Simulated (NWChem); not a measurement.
# CH2Cl2 (dichloromethane): levels of theory compared

Wanted: a comparison of 3 runs (HF/STO-3G, HF/3-21G, B3LYP/aug-cc-pVDZ) of CH2Cl2 (dichloromethane). 

The results are computed with NWChem 7.3.0.

40 further runs of the same task are left out: 3 that didn't finish, 37 set aside as unsound or not needed. Runs told in other sessions of the task aren't counted.

## Step 1: Starting point

CH2Cl2 has 5 atoms, charge 0, and is taken as a singlet. SMILES: `ClCCl`. The C2–Cl3 distance was set to 2.643 Å, away from the relaxed value. At this shape a bond of the SMILES string is far longer than usual.

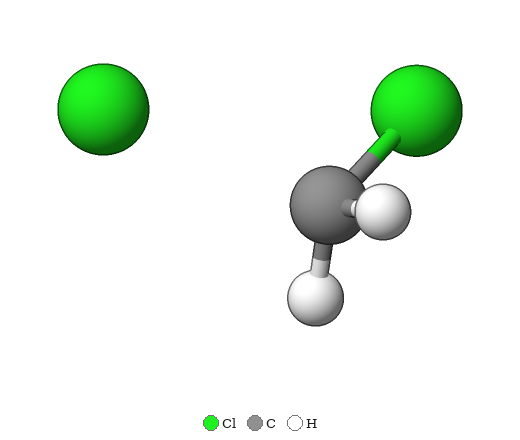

The structure, seen from a chosen angle (chlorine green, carbon grey, hydrogen white).

## Step 2: The energy at HF/STO-3G (run 1)

The input, ch2cl2.nw:

```
start ch2cl2
memory 2200 mb

geometry units angstroms noautosym nocenter noautoz
  Cl     1.817315    -1.022232     0.789186
  C      0.085475    -0.766232     0.586716
  Cl    -0.474220     1.284450    -0.984760
  H     -0.338445    -1.660262     0.139736
  H     -0.343845    -0.569962     1.564436
end

basis spherical bse
  * library STO-3G
end

scf
  nopen 0
  rhf
  thresh 1e-08
  maxiter 80
end

task scf energy
```

On the command line:

```sh
$ nwchem ch2cl2.nw > ch2cl2.out
```

Log:

```text
[...]
  functions       =    25
[...]
  wavefunction    = RHF
[...]
         Total SCF energy =   -947.559863243817
      One-electron energy =  -1533.988869486285
      Two-electron energy =    474.558359075775
 Nuclear repulsion energy =    111.870647166693
        Time for solution =      1.2s
[...]
```

It took 2.1 s on 1 thread of AMD EPYC 7R43 (Zen 3), shared host; peak memory 0.094 GiB.

## Step 3: The energy at HF/3-21G (run 2)

The input, run.py:

```python
from ase import Atoms
from ase.calculators.nwchem import NWChem

system = Atoms(['Cl', 'C', 'Cl', 'H', 'H'], positions=[
    [1.817315, -1.022232, 0.789186],
    [0.085475, -0.766232, 0.586716],
    [-0.474220, 1.284450, -0.984760],
    [-0.338445, -1.660262, 0.139736],
    [-0.343845, -0.569962, 1.564436],
])

calc = NWChem(
    label='run',
    theory='scf',
    memory='2200 mb',
    basis='3-21G',
    basispar='spherical bse',
    scf={'nopen': '0', 'rhf': None, 'thresh': '1e-08', 'maxiter': '80'},
    task='energy',
)
system.calc = calc

e = system.get_potential_energy()
print(f"E = {e:.6f} eV")
print("dipole (e A):", system.get_dipole_moment().round(4))
```

On the command line:

```sh
$ export ASE_NWCHEM_COMMAND="nwchem PREFIX.nwi > PREFIX.nwo"
$ python run.py
```

Log:

```text
E = -25940.582208 eV
dipole (e A): [-0.0436 -0.8312  0.6359]
```

The calculator wrote run.nwi:

```
title "run"

permanent_dir run

scratch_dir run

start run

geometry units angstrom nocenter noautosym noautoz
  Cl 1.8173150000000000e+00 -1.0222320000000000e+00 7.8918600000000005e-01
  C  8.5474999999999995e-02 -7.6623200000000002e-01 5.8671600000000002e-01
  Cl -4.7421999999999997e-01 1.2844500000000001e+00 -9.8475999999999997e-01
  H  -3.3844500000000000e-01 -1.6602619999999999e+00 1.3973600000000000e-01
  H  -3.4384500000000001e-01 -5.6996199999999997e-01 1.5644359999999999e+00
end

memory 2200 mb

basis spherical bse noprint
   * library 3-21G
end

scf
  nopen 0
  rhf
  thresh 1e-08
  maxiter 80
end

task scf energy
```

run.nwo:

```text
Northwest Computational Chemistry Package (NWChem) 7.3.0
             --------------------------------------------------------

           Job information
           ---------------

    nwchem branch   = 7.3.0
    use scalapack   = T
    input           = run.nwi
    prefix          = run.
    data base       = run/run.db
    status          = startup
    nproc           =        1

           Memory information
           ------------------

    heap     =     72089600 doubles =      550.0 Mbytes
    stack    =     72089597 doubles =      550.0 Mbytes
    global   =    144179200 doubles =     1100.0 Mbytes (distinct from heap & stack)
    total    =    288358397 doubles =     2200.0 Mbytes
    verify   = yes
    hardfail = no

[... 123 lines left out ...]
 Convergence threshold     :          1.000E-08
[... 12 lines left out ...]
       Final RHF  results
[... 3 lines left out ...]
      One-electron energy =  -1539.671729116124
[... 1 line left out ...]
 Nuclear repulsion energy =    111.870647166693
[... 39 lines left out ...]
                       ROHF Final Molecular Orbital Analysis
[... 168 lines left out ...]
  Mulliken analysis of the total density
  --------------------------------------

    Atom       Charge   Shell Charges
 -----------   ------   -------------------------------------------------------
    1 Cl  17    16.85   2.00  1.96  5.91  1.15  3.00  0.83  2.01
    2 C    6     6.44   1.99  0.38  1.38  1.21  1.48
    3 Cl  17    17.35   2.00  1.96  5.90  1.13  2.87  0.91  2.58
    4 H    1     0.68   0.46  0.21
    5 H    1     0.68   0.46  0.21

       Multipole analysis of the density wrt the origin
       ------------------------------------------------

     L   x y z        total         open         nuclear
     -   - - -        -----         ----         -------
     0   0 0 0     -0.000000      0.000000     42.000000

     1   1 0 0     -0.082403      0.000000     42.827191
[... 8 lines of this table left out ...]
     2   0 0 2    -24.158198      0.000000    112.867186

 Task  times  cpu:        1.4s     wall:        1.4s
 Total times  cpu:        1.4s     wall:        1.4s
```

Run time: 3.3 s. Hardware: 1 thread of AMD EPYC 7R43 (Zen 3), shared host; peak memory 0.092 GiB.

## Step 4: The energy at B3LYP/aug-cc-pVDZ (run 3)

The input, mol.xyz:

```xyz
5
CH2Cl2 energy
Cl     1.817315    -1.022232     0.789186
C      0.085475    -0.766232     0.586716
Cl    -0.474220     1.284450    -0.984760
H     -0.338445    -1.660262     0.139736
H     -0.343845    -0.569962     1.564436
```

The input, run.py:

```python
from ase.io import read
from ase.calculators.nwchem import NWChem

molecule = read('mol.xyz')

calc = NWChem(
    label='mol',
    theory='dft',
    memory='2200 mb',
    basis='aug-cc-pVDZ',
    basispar='spherical bse',
    dft={'xc': 'b3lyp', 'mult': '1', 'grid': 'fine', 'convergence': 'energy 1e-08', 'iterations': '100', 'mulliken': None},
    task='energy',
)
molecule.calc = calc

print(f"energy = {molecule.get_potential_energy():.6f} eV")
print("dipole (e A):", molecule.get_dipole_moment().round(4))
```

On the command line:

```sh
$ export ASE_NWCHEM_COMMAND="nwchem PREFIX.nwi > PREFIX.nwo"
$ python run.py
```

Log:

```text
energy = -26113.981511 eV
dipole (e A): [ 0.0803 -0.6797  0.5205]
```

The calculator wrote mol.nwi:

```
title "mol"

permanent_dir mol

scratch_dir mol

start mol

geometry units angstrom nocenter noautosym noautoz
  Cl 1.8173150000000000e+00 -1.0222320000000000e+00 7.8918600000000005e-01
  C  8.5474999999999995e-02 -7.6623200000000002e-01 5.8671600000000002e-01
  Cl -4.7421999999999997e-01 1.2844500000000001e+00 -9.8475999999999997e-01
  H  -3.3844500000000000e-01 -1.6602619999999999e+00 1.3973600000000000e-01
  H  -3.4384500000000001e-01 -5.6996199999999997e-01 1.5644359999999999e+00
end

memory 2200 mb

basis spherical bse noprint
   * library aug-cc-pVDZ
end

dft
  xc b3lyp
  mult 1
  grid fine
  convergence energy 1e-08
  iterations 100
  mulliken
end

task dft energy
```

mol.nwo:

```text
Northwest Computational Chemistry Package (NWChem) 7.3.0
             --------------------------------------------------------

           Job information
           ---------------

    nwchem branch   = 7.3.0
    use scalapack   = T
    input           = mol.nwi
    prefix          = mol.
    data base       = mol/mol.db
    status          = startup
    nproc           =        1

           Memory information
           ------------------

    heap     =     72089600 doubles =      550.0 Mbytes
    stack    =     72089597 doubles =      550.0 Mbytes
    global   =    144179200 doubles =     1100.0 Mbytes (distinct from heap & stack)
    total    =    288358397 doubles =     2200.0 Mbytes
    verify   = yes
    hardfail = no

[... 92 lines left out ...]
  convergence criterion.
[... 18 lines left out ...]
          Convergence on density requested:  1.00D-05
[... 25 lines left out ...]
          Convergence Information
[... 58 lines left out ...]
   convergence    iter        energy       DeltaE   RMS-Dens  Diis-err    time
[... 17 lines left out ...]
           Coulomb energy =      536.244853291405
[... 7 lines left out ...]
                       DFT Final Molecular Orbital Analysis
[... 695 lines left out ...]
 center of mass
 --------------
 x =   1.06478960 y =  -0.05116345 z =   0.04319751

 moments of inertia (a.u.)
 ------------------
         594.888335147497         303.553133703050        -233.594639482161
         303.553133703050         568.815790493263         281.817373442931
        -233.594639482161         281.817373442931         719.010351205795

     Multipole analysis of the density
     ---------------------------------

     L   x y z        total         alpha         beta         nuclear
     -   - - -        -----         -----         ----         -------
     0   0 0 0     -0.000000    -21.000000    -21.000000     42.000000

     1   1 0 0      0.151837    -21.337677    -21.337677     42.827191
[... 8 lines of this table left out ...]
     2   0 0 2    -23.876531    -68.371859    -68.371859    112.867186

 Task  times  cpu:      204.1s     wall:      204.1s
 Total times  cpu:      204.2s     wall:      204.2s
```

Run time: 3.4 min. Hardware: 1 thread of AMD EPYC 7R43 (Zen 3), shared host; peak memory 0.1 GiB.

## Step 5: All runs side by side

| run | level | iteration cap | module | energy (Eh) | dipole moment (D) | HOMO energy (eV) | LUMO energy (eV) | wall time |
| --- | --- | --- | --- | --- | --- | --- | --- | --- |
| 1 | HF/STO-3G | 80 | scf | -947.559863 | 3.99 | -8.87 | 0.89 | 2.1 s |
| 2 | HF/3-21G | 80 | scf | -953.298821 | 5.03 | -10.99 | -1.06 | 3.3 s |
| 3 | B3LYP/aug-cc-pVDZ | 100 | dft | -959.671128 | 4.13 | -7.98 | -4.79 | 3.4 min |

## Step 6: Results

| quantity | value |
| --- | --- |
| run 3: total energy | -959.67113 Eh |
| run 3: dipole moment | 4.13 D |
| run 3: HOMO energy | -7.98 eV |
| run 3: LUMO energy | -4.79 eV |
| run 3: HOMO–LUMO gap | 3.18 eV |

In words: The dipole moment (its size) runs from 3.99 D (HF/STO-3G) to 5.03 D (HF/3-21G). The HOMO–LUMO gap runs from 3.18 eV (B3LYP/aug-cc-pVDZ) to 9.94 eV (HF/3-21G). The two ends differ in method and basis. In run 1 the basis is minimal, so the values are rough. In all runs a closed-shell determinant meets a far-stretched bond; if it breaks into open shells, such a determinant describes it badly, and no broken-symmetry solution was shown. All runs together took 3.5 min, the longest 3.4 min.
